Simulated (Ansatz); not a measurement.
# Cl₂H₄O₂Zr: what the fields show

The calculation's input:

```
crystal:
  periodic: [false, false, false]
  atoms:
    - { symbol: Zr, position_ang: [0.470542, 0.287665, -0.598919] }
    - { symbol: O, position_ang: [-0.693547, -0.228768, 2.409179] }
    - { symbol: H, position_ang: [-1.37197, 0.451431, 2.58451] }
    - { symbol: Cl, position_ang: [2.019385, 0.105263, -2.366529] }
    - { symbol: Cl, position_ang: [-1.241134, 1.897315, -0.816724] }
    - { symbol: O, position_ang: [-0.196842, -1.407942, -0.039522] }
    - { symbol: H, position_ang: [-0.616019, -1.313632, 0.861889] }
    - { symbol: H, position_ang: [1.335193, 0.826076, 0.95329] }
    - { symbol: H, position_ang: [0.145992, 0.293794, 2.283626] }
basis:
  gaussian: { orbitals: def2-SVP }
hamiltonian:
  xc: pbe
  dispersion: d4
relax:
  f_tol: 0.03
  max_steps: 50
output:
  orbitals: {}
```

Launched as:

```sh
ansatz run input.yaml --threads 4 --pin off --max-ram 5120MiB --backend cpu --events-out ev --progress --plain --runs-dir out
```

The fields are those of the run's last geometry, not of the input's.

Core potentials replace the inner electrons of Zr.

The calculation used Ansatz 0.2.0, RKS PBE-D4/def2-SVP.

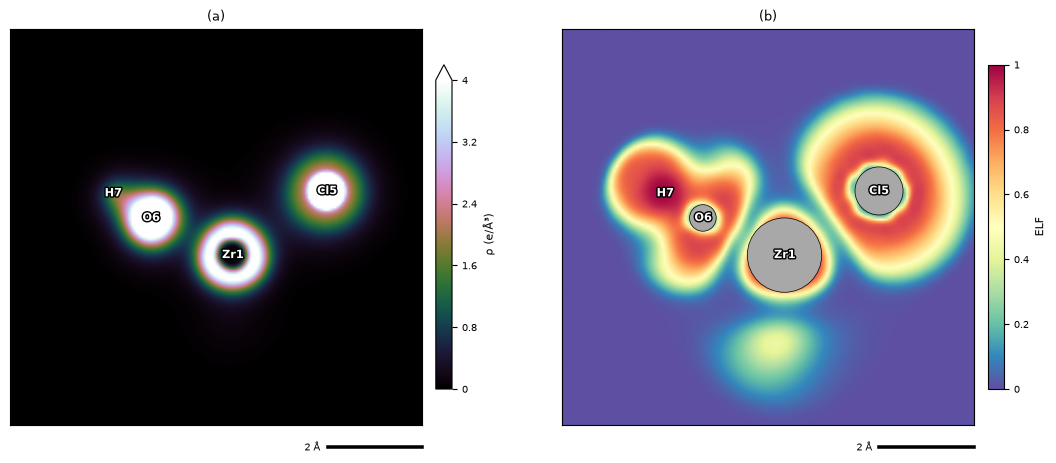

Figure 1. (a) electron density; (b) electron localisation function on the plane of atoms Cl5, Zr1 and O6. Grey discs cover the atomic cores in the ELF map.

### What does the map show?

Atoms in the plane: Zr, Cl, O and H. Zr–O (1.90 Å): ρ is about 0.94 e/Å³ halfway; the ELF peaks at about 0.80 in the valence shell of O, 0.5 Å from its nucleus, and drops to about 0.25 between the two atoms. O–H (0.97 Å): ρ is about 3.6 e/Å³ halfway; the ELF climbs to about 1 towards the hydrogen, as it does in any bond to H: an ordinary covalent bond to hydrogen. Zr–Cl (2.42 Å): ρ at the midpoint is about 0.5 e/Å³; the ELF peaks at about 0.85 in the valence shell of Cl, 0.8 Å from its nucleus, and is about 0.30 at the midpoint.

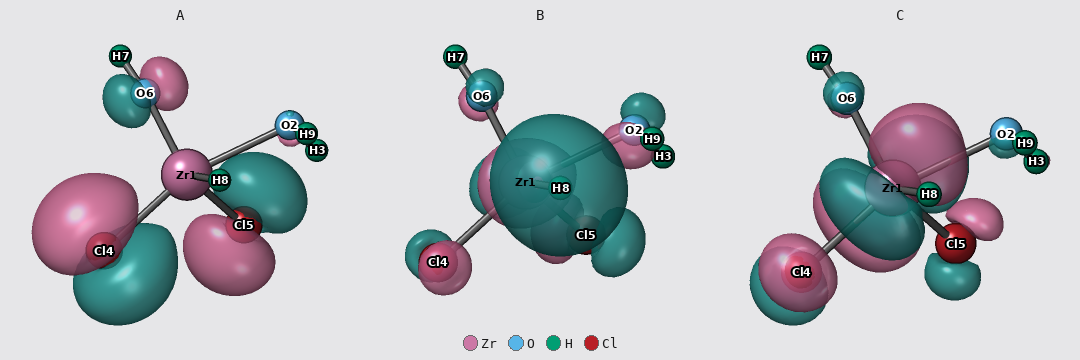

Figure 2. Three frontier orbitals at ±0.1 Å⁻³ᐟ² (teal and pink are the two phases), in no order.

### Which picture is the HOMO−1, the HOMO and the LUMO?

A is the HOMO−1 (−7.21 eV). It lies mainly on Cl4 (about 55 %) and Cl5 (about 30 %). B is the HOMO (−6.63 eV). By Hirshfeld shares it lies mainly on H8 (about 45 %), Zr1 (about 35 %) and Cl5 (about 10 %). C is the LUMO (−2.39 eV). Its weight (Hirshfeld) is mainly on Zr1 (about 70 %), Cl4 (about 15 %) and Cl5 (about 5 %).

### What is the HOMO–LUMO gap?

4.24 eV between the orbital energies.

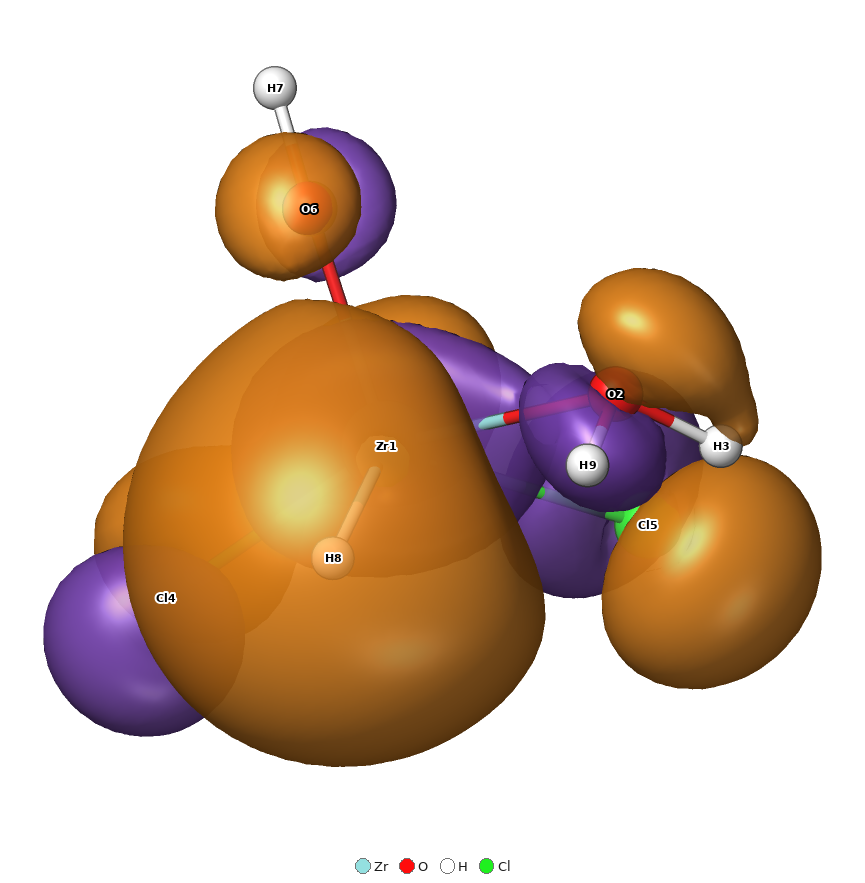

Figure 3. One frontier orbital at ±0.06 Å⁻³ᐟ² (orange and purple are the two phases), seen at a tilt.

### Which orbital is it: HOMO or LUMO?

The HOMO, at −6.63 eV. By Hirshfeld shares it lies mainly on H8 (about 45 %), Zr1 (about 35 %) and Cl5 (about 10 %).
